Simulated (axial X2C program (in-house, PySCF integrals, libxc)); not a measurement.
# INa⁺: from the state search to constants

Aim: find the lowest determinant of INa⁺, scan the bond at several levels and fit the constants, once spin-free and once with spin–orbit coupling.

The runs use an in-house X2C program for linear molecules on PySCF integrals; all-electron X2C, I dyall-cv3z, Na dyall-cv3z.

All values are calculated.

**1. The job**

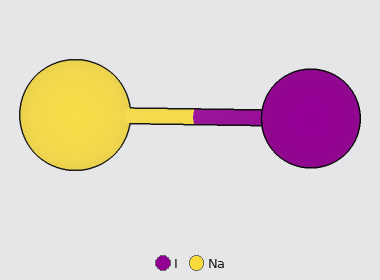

The two atoms at 2.880 Å (iodine purple, sodium yellow).

task.json reads:

```json
{"zs": [53, 11], "q": 1, "bas": ["dyall-cv3z", "dyall-cv3z"], "levels": ["PBE0", "HF", "M06"], "cc": true, "r0": 2.88, "thr": -2.0, "nmax": 90, "npts": 10, "nst": 2, "ntry": 6}
```

Keys: zs atomic numbers; q charge; bas basis sets; levels methods (HF also brings MP2); cc coupled cluster on or off; r0 starting distance in Å; thr threshold in hartree for freezing inner shells (an s shell follows its p shell); nmax most natural virtual spinors; npts points asked for on the curve; nst determinants followed; ntry starts of the search.

The run is started by

```
$ python so2c.py task.json out
```

Spin-free means the one-electron spin-free X2C Hamiltonian; two-component (2c) means X2C with spin–orbit coupling and atomic mean-field two-electron Coulomb and Gaunt terms. Basis: I dyall-cv3z contracted to [11s12p8d4f1g], Na dyall-cv3z contracted to [9s8p5d2f]; Gaussian nuclei, density fitting. Masses: I 126.904 u, Na 22.990 u.

Notation: σ, π±, δ± give the projection m of an orbital's angular momentum (0, ±1, ±2), α and β its spin, Λ and M_S the sums; ω is the projection of a spinor's total angular momentum and Ω the sum. Logs are in hartree.

The results follow Hamiltonian by Hamiltonian and level by level.

**2. Search for the lowest determinant**

PBE0 moves the distance from 2.880 Å to 3.102 Å and compares determinants there.

Spin-free determinants:

```csv
ΔE (eV),state,open shells
0.00,"M_S = 1/2, Λ = 1","beyond closed shells: π+α, π+β, π-α"
0.48,"M_S = 1/2, Λ = 0",beyond closed shells: σα
6.05,"M_S = 3/2, Λ = 0","beyond closed shells: σα, π+α, π-α"
6.14,"M_S = 1/2, Λ = 0","beyond closed shells: σβ, π+α, π-α"
6.27,"M_S = 3/2, Λ = 1","beyond closed shells: 2 × σα, π+α, π+β, π-α"
6.68,"M_S = 1/2, Λ = 1","beyond closed shells: 2 × σα, π+α, π+β, π-β"
7.18,"M_S = 1/2, Λ = 2","beyond closed shells: σα, π+α, π+β"
```

Two-component determinants:

| ΔE (eV) | state | open shells |
| --- | --- | --- |
| 0.00 | Ω = 3/2 | excess of +ω over −ω: ω = 3/2 |
| 0.33 | Ω = 1/2 | excess of +ω over −ω: ω = 1/2 |
| 6.09 | Ω = 5/2 | excess of +ω over −ω: 2 × ω = 1/2, ω = 3/2 |
| 6.13 | Ω = 1/2 | excess of +ω over −ω: 2 × ω = -1/2, ω = 3/2 |
| 6.78 | Ω = 1/2 | excess of +ω over −ω: ω = 1/2 |

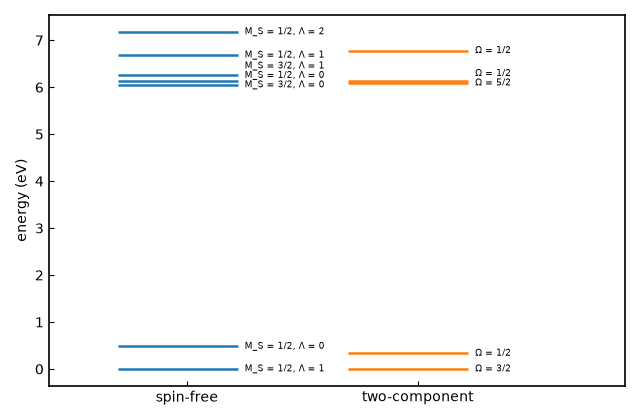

The determinants found, each set from its own lowest.

**3. PBE0, spin-free**

State followed: M_S = 1/2, Λ = 1 (beyond closed shells: π+α, π+β, π-α). The scan is laid around 3.102 Å, a first estimate of the minimum, and this SCF restarts from the orbitals of the search.

Output at 3.102 Å:

```text
spin-free X2C-1e  PBE0
basis functions 196  fitting functions 953  grid points 5086
iter        total energy     max residual
   1      -7277.540008845     2.56e-05
   2      -7277.540008846     2.74e-05
   3      -7277.540008848     9.18e-07
   4      -7277.540008848     2.92e-07
converged
one-electron -10168.45281390  Coulomb 2988.57097734  exact exchange -48.55192069  xc functional -148.56154302  nuclear repulsion 99.45529141
```

Along the bond, energies from the lowest point:

| R (Å) | E (eV) | μ (D) | HOMO (eV) | LUMO (eV) | iterations |
| --- | --- | --- | --- | --- | --- |
| 2.699 | 0.1711 | 8.42 | -12.91 | -10.68 | 8 |
| 2.823 | 0.0649 | 8.92 | -12.76 | -10.53 | 8 |
| 2.916 | 0.0234 | 9.31 | -12.65 | -10.43 | 8 |
| 3.009 | 0.0037 | 9.72 | -12.55 | -10.32 | 8 |
| 3.102 | 0.0000 | 10.13 | -12.44 | -10.21 | 4 |
| 3.211 | 0.0108 | 10.63 | -12.32 | -10.09 | 8 |
| 3.319 | 0.0303 | 11.14 | -12.20 | -9.97 | 8 |
| 3.459 | 0.0652 | 11.81 | -12.05 | -9.83 | 8 |
| 3.629 | 0.1119 | 12.64 | -11.87 | -9.65 | 8 |
| 3.877 | 0.1805 | 13.86 | -11.63 | -9.41 | 8 |

Dipoles are positive if Na is the positive end and refer to the centre of mass.

Outer orbitals at the reference distance:

```csv
symmetry,occupied,ε (eV),atomic character
σα,yes,-24.53,"91% I s, 4% Na p, 3% Na d"
σβ,yes,-23.46,"90% I s, 4% Na p, 3% Na d"
π-α,yes,-13.39,97% I p
π+α,yes,-13.39,97% I p
σα,yes,-13.28,"90% I p, 4% Na p, 4% Na s"
σβ,yes,-12.95,"89% I p, 4% Na p, 4% Na s"
π+β,yes,-12.44,"97% I p, 2% Na d"
π-β,no,-10.21,"96% I p, 2% Na d"
σα,no,-5.95,"89% Na s, 4% I p, 3% Na p"
σβ,no,-5.93,"89% Na s, 4% I p, 3% Na p"
π-α,no,-3.77,"92% Na p, 4% I d, 2% I p"
```

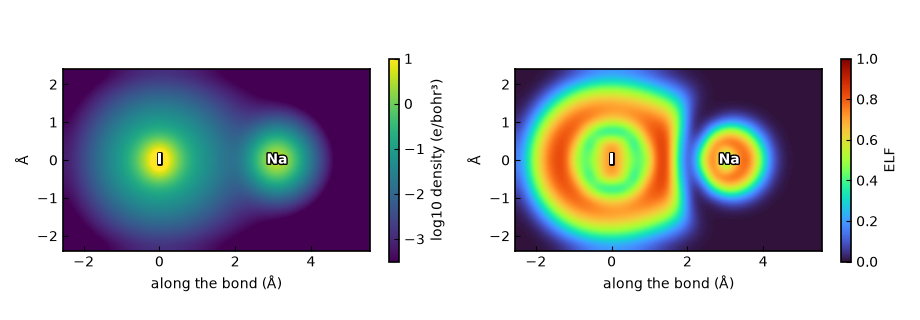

PBE0 fields in a plane through the axis, from a grid of 0.3 Å; I lies at z = 0 and Na at z = 3.102 Å; the ELF is damped to zero where the density is low.

Re = 3.080 Å, ωe = 141.3 cm⁻¹, ωexe = 1.32 cm⁻¹, Be = 0.09133 cm⁻¹, De = 0.445 eV, μ = 10.03 D.

**4. HF, spin-free**

Output at 3.102 Å:

```text
spin-free X2C-1e  HF
basis functions 196  fitting functions 953  grid points 5086
iter        total energy     max residual
   1      -7274.634227893     2.31e-01
   2      -7274.653368489     4.95e-03
   3      -7274.653685760     1.25e-03
   4      -7274.653718498     5.43e-04
   5      -7274.653724483     1.60e-04
   6      -7274.653725541     4.56e-05
   7      -7274.653725662     1.22e-05
   8      -7274.653725668     4.07e-06
   9      -7274.653725669     1.37e-06
converged
one-electron -10167.53850562  Coulomb 2987.71405821  exact exchange -194.28456967  xc functional 0.00000000  nuclear repulsion 99.45529141
```

Re = 3.164 Å, ωe = 127.7 cm⁻¹, ωexe = 1.45 cm⁻¹, Be = 0.08652 cm⁻¹, De = 0.277 eV, μ = 10.67 D.

**5. M06, spin-free**

The SCF at the reference distance of 3.102 Å:

```text
spin-free X2C-1e  M06
basis functions 196  fitting functions 953  grid points 5086
iter        total energy     max residual
   1      -7278.103747427     1.53e-01
   2      -7278.108645492     3.23e-03
   3      -7278.108725834     1.93e-03
   4      -7278.108765072     4.21e-04
   5      -7278.108766509     1.98e-04
   6      -7278.108766671     5.83e-05
   7      -7278.108766689     8.91e-06
   8      -7278.108766690     1.49e-06
converged
one-electron -10168.38758559  Coulomb 2988.54024402  exact exchange -52.44765427  xc functional -145.26906226  nuclear repulsion 99.45529141
```

Re = 3.165 Å, ωe = 120.0 cm⁻¹, ωexe = 1.33 cm⁻¹, Be = 0.08647 cm⁻¹, De = 0.450 eV, μ = 10.45 D.

**6. MP2 and beyond, spin-free**

Correlated methods: 15 electrons correlated (frozen shells, counted by type: I 4 s, 3 p, 2 d; Na 1 s), 269 virtual spinors in MP2, 90 natural virtuals in coupled cluster.

Output of the correlated part at 3.102 Å:

```text
correlated 15  virtual 269  natural virtual 90  E(MP2) -0.391206639  MP2 remainder -0.024192465
iter   CCSD correlation   residual
   1     -0.384180085   8.19e-02
   2     -0.390210933   2.43e-02
   3     -0.390151777   4.86e-03
   4     -0.390174288   1.22e-03
   5     -0.390176033   3.48e-04
   6     -0.390174129   1.16e-04
   7     -0.390174671   3.44e-05
   8     -0.390174674   9.32e-06
(T) -0.006486486  T1 0.0052  D1 0.0134  max T2 0.063
```

T1 in the output is the amplitude norm over the root of the electron number; divide by √2 for the Lee–Taylor value.

MP2: Re = 3.103 Å, ωe = 136.8 cm⁻¹, Be = 0.08998 cm⁻¹, De = 0.431 eV.

CCSD: Re = 3.121 Å, ωe = 135.4 cm⁻¹, ωexe = 1.62 cm⁻¹, Be = 0.0889 cm⁻¹, De = 0.443 eV. T1 at Re = 0.004 (Lee–Taylor, the printed value over √2).

CCSD(T): Re = 3.109 Å, ωe = 136.7 cm⁻¹, ωexe = 1.49 cm⁻¹, Be = 0.08961 cm⁻¹, De = 0.422 eV. T1 at Re = 0.004 (Lee–Taylor, the printed value over √2).

**7. A higher determinant, spin-free**

State: M_S = 1/2, Λ = 0 (beyond closed shells: σα).

Output at the reference distance:

```text
spin-free X2C-1e  PBE0
basis functions 196  fitting functions 953  grid points 5086
iter        total energy     max residual
   1      -7277.522396369     6.71e-05
   2      -7277.522396363     8.37e-05
   3      -7277.522396396     6.34e-06
   4      -7277.522396396     1.00e-06
converged
one-electron -10168.44054010  Coulomb 2988.58848019  exact exchange -48.55564008  xc functional -148.56998782  nuclear repulsion 99.45529141
```

| R (Å) | E above the lowest PBE0 point (eV) |
| --- | --- |
| 2.699 | 0.701 |
| 2.823 | 0.592 |
| 2.916 | 0.539 |
| 3.009 | 0.503 |
| 3.102 | 0.479 |
| 3.211 | 0.463 |
| 3.319 | 0.455 |
| 3.459 | 0.452 |
| 3.629 | 0.453 |

No constants are quoted: too few points lie around the minimum for a second fit to confirm the first.

**8. The spin-free curves together**

Energy (eV) of the followed determinant, spin-free, from each level's lowest point:

| R (Å) | PBE0 | HF | MP2 | CCSD | CCSD(T) | M06 |
| --- | --- | --- | --- | --- | --- | --- |
| 2.699 | 0.171 | 0.237 | 0.189 | n/a | n/a | 0.214 |
| 2.823 | 0.065 | 0.106 | 0.076 | 0.085 | 0.079 | 0.095 |
| 2.916 | 0.023 | 0.049 | 0.030 | 0.036 | 0.032 | 0.046 |
| 3.009 | 0.004 | 0.016 | 0.007 | 0.009 | 0.008 | 0.015 |
| 3.102 | 0.000 | 0.001 | 0.000 | 0.000 | 0.000 | 0.001 |
| 3.211 | 0.011 | 0.000 | 0.007 | 0.004 | 0.006 | 0.000 |
| 3.319 | 0.030 | 0.010 | 0.024 | 0.020 | 0.023 | 0.009 |
| 3.459 | 0.065 | 0.034 | 0.054 | 0.048 | 0.053 | 0.030 |
| 3.629 | 0.112 | 0.070 | 0.097 | n/a | n/a | 0.066 |
| 3.877 | 0.181 | 0.125 | 0.159 | n/a | n/a | 0.124 |

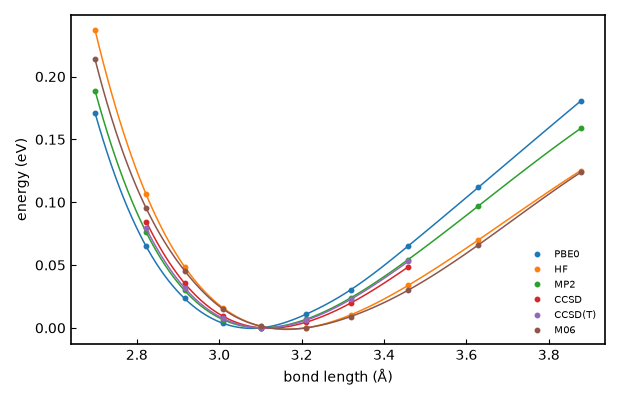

Curves of the followed state, spin-free, each from its own lowest point.

**9. PBE0, 2c**

State followed: Ω = 3/2 (excess of +ω over −ω: ω = 3/2). The scan is laid around 3.102 Å, a first estimate of the minimum, and this SCF restarts from the orbitals of the search.

Output at 3.102 Å:

```text
two-component X2C + atomic mean field  PBE0
basis functions 196  fitting functions 953  grid points 5086
iter        total energy     max residual
   1      -7274.560633956     1.94e-05
   2      -7274.560633956     2.05e-05
   3      -7274.560633958     6.16e-07
converged
one-electron -10159.71814021  Coulomb 2987.05102143  exact exchange -48.52408602  xc functional -148.48212774  nuclear repulsion 99.45529141  atomic mean-field constant -4.34259283
```

Along the bond, energies from the lowest point:

| R (Å) | E (eV) | μ (D) | HOMO (eV) | LUMO (eV) | iterations |
| --- | --- | --- | --- | --- | --- |
| 2.699 | 0.1734 | 8.41 | -12.96 | -10.34 | 8 |
| 2.823 | 0.0662 | 8.90 | -12.81 | -10.19 | 8 |
| 2.916 | 0.0242 | 9.29 | -12.69 | -10.09 | 8 |
| 3.009 | 0.0040 | 9.69 | -12.58 | -9.98 | 8 |
| 3.102 | 0.0000 | 10.11 | -12.47 | -9.88 | 3 |
| 3.211 | 0.0106 | 10.60 | -12.34 | -9.76 | 8 |
| 3.319 | 0.0299 | 11.11 | -12.21 | -9.64 | 8 |
| 3.459 | 0.0648 | 11.77 | -12.05 | -9.49 | 8 |
| 3.629 | 0.1119 | 12.60 | -11.86 | -9.32 | 8 |
| 3.877 | 0.1813 | 13.83 | -11.60 | -9.08 | 8 |

Dipoles are positive if Na is the positive end and refer to the centre of mass.

Outer spinors at the reference distance:

| ω | occupied | ε (eV) | atomic character | λ mixture |
| --- | --- | --- | --- | --- |
| 1/2 | yes | -24.47 | 90% I s, 4% Na p, 3% Na d | 100% σ |
| -1/2 | yes | -23.43 | 90% I s, 4% Na p, 3% Na d | 100% σ |
| -1/2 | yes | -13.93 | 96% I p | 82% π, 18% σ |
| 1/2 | yes | -13.54 | 92% I p, 3% Na p, 2% Na s | 72% σ, 28% π |
| 3/2 | yes | -13.00 | 97% I p | 100% π |
| -1/2 | yes | -12.70 | 90% I p, 4% Na p, 4% Na s | 82% σ, 18% π |
| 1/2 | yes | -12.47 | 94% I p, 2% Na p | 72% π, 28% σ |
| -3/2 | no | -9.88 | 96% I p, 2% Na d | 100% π |
| 1/2 | no | -5.94 | 89% Na s, 4% I p, 3% Na p | 100% σ |
| -1/2 | no | -5.92 | 89% Na s, 4% I p, 3% Na p | 100% σ |
| -1/2 | no | -3.78 | 92% Na p, 4% I d, 2% I p | 100% π |

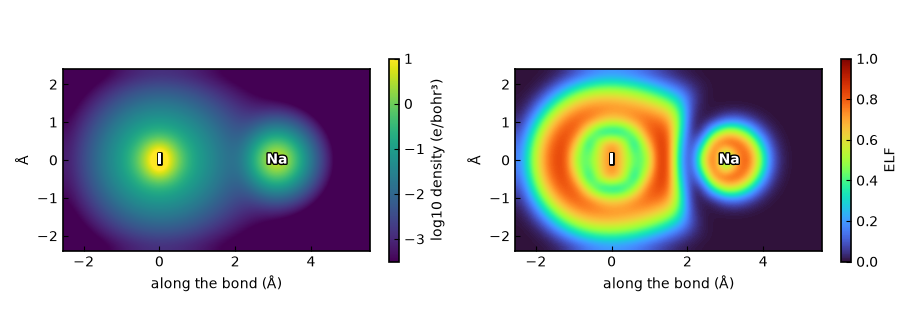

PBE0 fields in a plane through the axis, from a grid of 0.3 Å; I lies at z = 0 and Na at z = 3.102 Å; the ELF is damped to zero where the density is low.

Re = 3.082 Å, ωe = 141.3 cm⁻¹, ωexe = 1.3 cm⁻¹, Be = 0.09119 cm⁻¹, De = 0.495 eV, μ = 10.02 D.

**10. HF, 2c**

The SCF at the reference distance of 3.102 Å:

```text
two-component X2C + atomic mean field  HF
basis functions 196  fitting functions 953  grid points 5086
iter        total energy     max residual
   1      -7271.650764281     2.32e-01
   2      -7271.669871295     4.96e-03
   3      -7271.670189264     1.25e-03
   4      -7271.670222281     5.52e-04
   5      -7271.670228308     1.57e-04
   6      -7271.670229359     4.51e-05
   7      -7271.670229477     1.12e-05
   8      -7271.670229483     3.54e-06
   9      -7271.670229483     1.37e-06
converged
one-electron -10158.80567371  Coulomb 2986.19569540  exact exchange -194.17294976  xc functional 0.00000000  nuclear repulsion 99.45529141  atomic mean-field constant -4.34259283
```

Re = 3.166 Å, ωe = 127.8 cm⁻¹, ωexe = 1.43 cm⁻¹, Be = 0.08642 cm⁻¹, De = 0.278 eV, μ = 10.67 D.

**11. M06, 2c**

The SCF at the reference distance of 3.102 Å:

```text
two-component X2C + atomic mean field  M06
basis functions 196  fitting functions 953  grid points 5086
iter        total energy     max residual
   1      -7275.122009932     1.54e-01
   2      -7275.127037674     3.26e-03
   3      -7275.127121337     1.94e-03
   4      -7275.127161179     4.27e-04
   5      -7275.127162663     2.02e-04
   6      -7275.127162831     5.83e-05
   7      -7275.127162850     9.75e-06
   8      -7275.127162851     1.33e-06
converged
one-electron -10159.64747347  Coulomb 2987.01522187  exact exchange -52.41771177  xc functional -145.18989807  nuclear repulsion 99.45529141  atomic mean-field constant -4.34259283
```

Re = 3.167 Å, ωe = 119.9 cm⁻¹, ωexe = 1.29 cm⁻¹, Be = 0.08634 cm⁻¹, De = 0.458 eV, μ = 10.43 D.

**12. MP2 and beyond, 2c**

Correlated methods: 15 electrons correlated (frozen shells, counted by type: I 4 s, 3 p, 2 d; Na 1 s), 269 virtual spinors in MP2, 90 natural virtuals in coupled cluster.

Output of the correlated part at 3.102 Å:

```text
correlated 15  virtual 269  natural virtual 90  E(MP2) -0.390482223  MP2 remainder -0.023828651
iter   CCSD correlation   residual
   1     -0.383696116   8.11e-02
   2     -0.389645264   2.37e-02
   3     -0.389584875   4.62e-03
   4     -0.389605333   1.13e-03
   5     -0.389606972   2.99e-04
   6     -0.389605263   9.68e-05
   7     -0.389605704   2.89e-05
   8     -0.389605728   7.69e-06
   9     -0.389605686   2.41e-06
  10     -0.389605708   7.82e-07
  11     -0.389605707   2.24e-07
(T) -0.006408289  T1 0.0051  D1 0.0131  max T2 0.062
```

MP2: Re = 3.104 Å, ωe = 136.9 cm⁻¹, Be = 0.08987 cm⁻¹, De = 0.451 eV.

CCSD: Re = 3.120 Å, ωe = 135.1 cm⁻¹, ωexe = 1.54 cm⁻¹, Be = 0.08897 cm⁻¹, De = 0.449 eV. T1 at Re = 0.004 (Lee–Taylor, the printed value over √2).

CCSD(T): Re = 3.108 Å, ωe = 136.6 cm⁻¹, ωexe = 1.47 cm⁻¹, Be = 0.08966 cm⁻¹, De = 0.430 eV. T1 at Re = 0.004 (Lee–Taylor, the printed value over √2).

**13. A higher determinant, 2c**

State: Ω = 1/2 (excess of +ω over −ω: ω = 1/2).

Output at the reference distance:

```text
two-component X2C + atomic mean field  PBE0
basis functions 196  fitting functions 953  grid points 5086
iter        total energy     max residual
   1      -7274.548397272     5.26e-06
   2      -7274.548397274     2.14e-06
converged
one-electron -10159.65831670  Coulomb 2986.99869807  exact exchange -48.52371770  xc functional -148.47775952  nuclear repulsion 99.45529141  atomic mean-field constant -4.34259283
```

| R (Å) | E above the lowest PBE0 point (eV) |
| --- | --- |
| 2.699 | 0.522 |
| 2.823 | 0.415 |
| 2.916 | 0.370 |
| 3.009 | 0.344 |
| 3.102 | 0.333 |
| 3.211 | 0.333 |
| 3.319 | 0.341 |
| 3.459 | 0.360 |
| 3.629 | 0.385 |

Re = 3.157 Å, ωe = 114.3 cm⁻¹, ωexe = 1.96 cm⁻¹, Be = 0.08688 cm⁻¹, μ = 10.55 D. Te = 0.33 eV.

**14. The 2c curves together**

Energy (eV) of the followed determinant, 2c, from each level's lowest point:

| R (Å) | PBE0 | HF | MP2 | CCSD | CCSD(T) | M06 |
| --- | --- | --- | --- | --- | --- | --- |
| 2.699 | 0.173 | 0.239 | 0.191 | n/a | n/a | 0.216 |
| 2.823 | 0.066 | 0.108 | 0.077 | 0.084 | 0.079 | 0.097 |
| 2.916 | 0.024 | 0.050 | 0.031 | 0.035 | 0.032 | 0.046 |
| 3.009 | 0.004 | 0.017 | 0.007 | 0.009 | 0.007 | 0.016 |
| 3.102 | 0.000 | 0.001 | 0.000 | 0.000 | 0.000 | 0.002 |
| 3.211 | 0.011 | 0.000 | 0.007 | 0.005 | 0.006 | 0.000 |
| 3.319 | 0.030 | 0.010 | 0.024 | 0.020 | 0.023 | 0.009 |
| 3.459 | 0.065 | 0.034 | 0.054 | 0.049 | 0.053 | 0.030 |
| 3.629 | 0.112 | 0.070 | 0.097 | n/a | n/a | 0.066 |
| 3.877 | 0.181 | 0.126 | 0.159 | n/a | n/a | 0.124 |

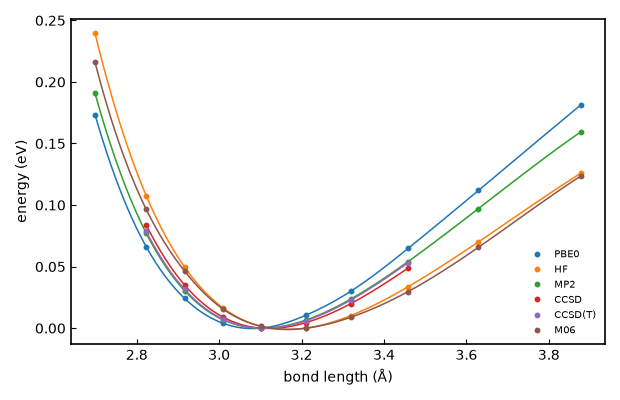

Curves of the followed state, 2c, each from its own lowest point.

Time for the job: 2.8 min (1 thread of Arm Neoverse V1, shared host).

**15. What came out**

Lowest determinant that the search found at its distance, spin-free: M_S = 1/2, Λ = 1 (beyond closed shells: π+α, π+β, π-α).

Lowest determinant that the search found at its distance, 2c: Ω = 3/2 (excess of +ω over −ω: ω = 3/2).

```json
{"Hamiltonian": "spin-free", "level": "PBE0", "Re (Å)": "3.080", "ωe (cm⁻¹)": "141.3", "De (eV)": "0.445", "μ (D)": "10.03"}
{"Hamiltonian": "spin-free", "level": "HF", "Re (Å)": "3.164", "ωe (cm⁻¹)": "127.7", "De (eV)": "0.277", "μ (D)": "10.67"}
{"Hamiltonian": "spin-free", "level": "MP2", "Re (Å)": "3.103", "ωe (cm⁻¹)": "136.8", "De (eV)": "0.431", "μ (D)": "n/a"}
{"Hamiltonian": "spin-free", "level": "CCSD", "Re (Å)": "3.121", "ωe (cm⁻¹)": "135.4", "De (eV)": "0.443", "μ (D)": "n/a"}
{"Hamiltonian": "spin-free", "level": "CCSD(T)", "Re (Å)": "3.109", "ωe (cm⁻¹)": "136.7", "De (eV)": "0.422", "μ (D)": "n/a"}
{"Hamiltonian": "spin-free", "level": "M06", "Re (Å)": "3.165", "ωe (cm⁻¹)": "120.0", "De (eV)": "0.450", "μ (D)": "10.45"}
{"Hamiltonian": "2c", "level": "PBE0", "Re (Å)": "3.082", "ωe (cm⁻¹)": "141.3", "De (eV)": "0.495", "μ (D)": "10.02"}
{"Hamiltonian": "2c", "level": "HF", "Re (Å)": "3.166", "ωe (cm⁻¹)": "127.8", "De (eV)": "0.278", "μ (D)": "10.67"}
{"Hamiltonian": "2c", "level": "MP2", "Re (Å)": "3.104", "ωe (cm⁻¹)": "136.9", "De (eV)": "0.451", "μ (D)": "n/a"}
{"Hamiltonian": "2c", "level": "CCSD", "Re (Å)": "3.120", "ωe (cm⁻¹)": "135.1", "De (eV)": "0.449", "μ (D)": "n/a"}
{"Hamiltonian": "2c", "level": "CCSD(T)", "Re (Å)": "3.108", "ωe (cm⁻¹)": "136.6", "De (eV)": "0.430", "μ (D)": "n/a"}
{"Hamiltonian": "2c", "level": "M06", "Re (Å)": "3.167", "ωe (cm⁻¹)": "119.9", "De (eV)": "0.458", "μ (D)": "10.43"}
```

Dipoles are positive if Na is the positive end and refer to the centre of mass.

Time per point (s) on 1 thread of Arm Neoverse V1, shared host (2c runs; CCSD comes with the CCSD(T) run); the times are rough: PBE0 0.51, HF 0.39, MP2 0.83, CCSD(T) 6.4, M06 0.85.

At CCSD(T), going from spin-free to two-component changes Re by -1 mÅ, ωe by -0.1 %; the spin-free picture holds up (part of it comes from the scalar share of the two-electron terms). De moves by +0.01 eV; both De rest on single-determinant atoms, which can miss part of an open shell's spin–orbit lowering.

De refers to I + Na+, each in the lowest determinant found, which need not be this curve's own limit. Each curve is one determinant whose occupation by symmetry is held fixed; it was picked as the lowest of a PBE0 search that is not exhaustive. Dissociation energies refer to the lowest single-determinant-based atoms at the same level and basis. Density functionals use the spin component along the axis (collinear). CCSD and (T) use frozen natural virtuals with an MP2 correction for the truncation. The meta-GGAs lack a current-density term, which matters for open shells with orbital currents, atoms included.
